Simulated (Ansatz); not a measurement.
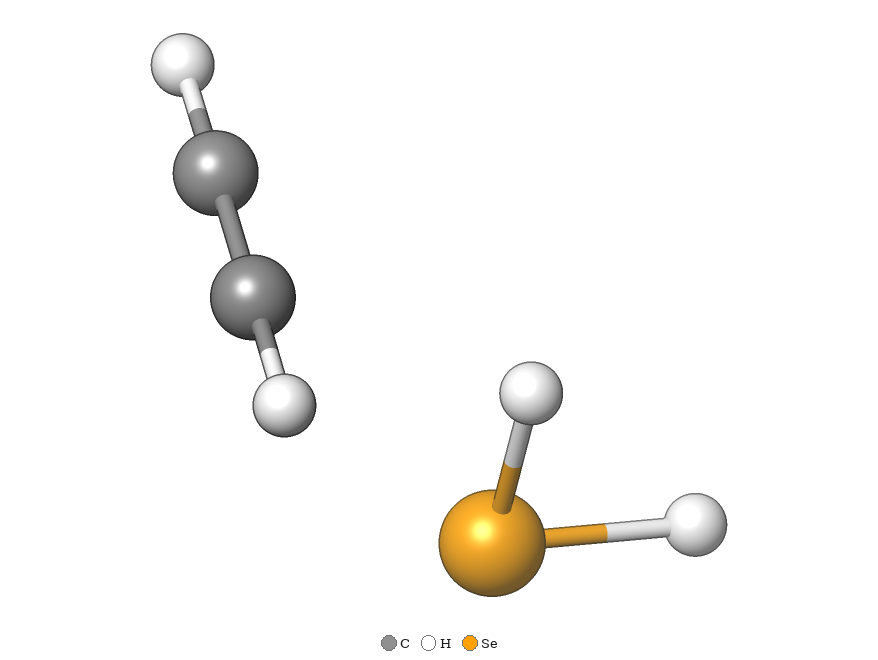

Starting geometry of the run.

Ansatz 0.2.0 input:

```yaml
crystal:
  periodic: [false, false, false]
  atoms:
    - {symbol: C, position_ang: [-0.486100, -0.694600, -1.477000]}
    - {symbol: C, position_ang: [0.246300, 0.236800, -1.629900]}
    - {symbol: H, position_ang: [-1.132100, -1.514300, -1.358400]}
    - {symbol: H, position_ang: [0.896700, 1.051900, -1.757100]}
    - {symbol: Se, position_ang: [0.659100, -0.128600, 2.051500]}
    - {symbol: H, position_ang: [-0.293900, 0.340700, 1.086800]}
    - {symbol: H, position_ang: [0.109900, 0.708000, 3.083900]}
basis:
  gaussian: {orbitals: def2-SVP}
hamiltonian: {xc: pbe, dispersion: d4}
relax: {f_tol: 0.03, max_steps: 250}
```

Command:

```sh
ansatz run in.yaml --threads 4 --pin off --events-out ev --progress --plain --max-ram 9574MiB
```

Output (its end):

```
mean field -67463.86203488 eV, -2479.2512011336 hartree, gradient 1.7e-5 eV, S^2 0.000000; 1 other end points of the search recorded, 0 dependent functions left out
the calculation of the forces begins
reference -67463.86206392 eV, -2479.2512022010 hartree; 25, 25 occupied and 55, 55 virtual orbitals, 894 factors
Total energy: -67463.96149751 eV, -2479.2548563179 hartree
Atom 0 at    -0.432481    -0.777244    -1.522386 Å, force     0.003434     0.007358    -0.004051 eV/Å
Atom 1 at     0.316378     0.181476    -1.624230 Å, force    -0.006865    -0.004398    -0.001206 eV/Å
Atom 2 at    -1.093620    -1.628735    -1.432067 Å, force     0.004838     0.001466     0.001963 eV/Å
Atom 3 at     0.982625     1.029623    -1.709117 Å, force    -0.001741    -0.005035    -0.002062 eV/Å
Atom 4 at     0.533072     0.003661     1.753653 Å, force     0.005333    -0.001299     0.005948 eV/Å
Atom 5 at    -0.709584     0.715374     1.374003 Å, force     0.001841     0.004005     0.007087 eV/Å
Atom 6 at     0.403511     0.475745     3.159944 Å, force    -0.006839    -0.002096    -0.007678 eV/Å
Dipole moment:    -0.121761     0.089838     0.022967 e Å
```
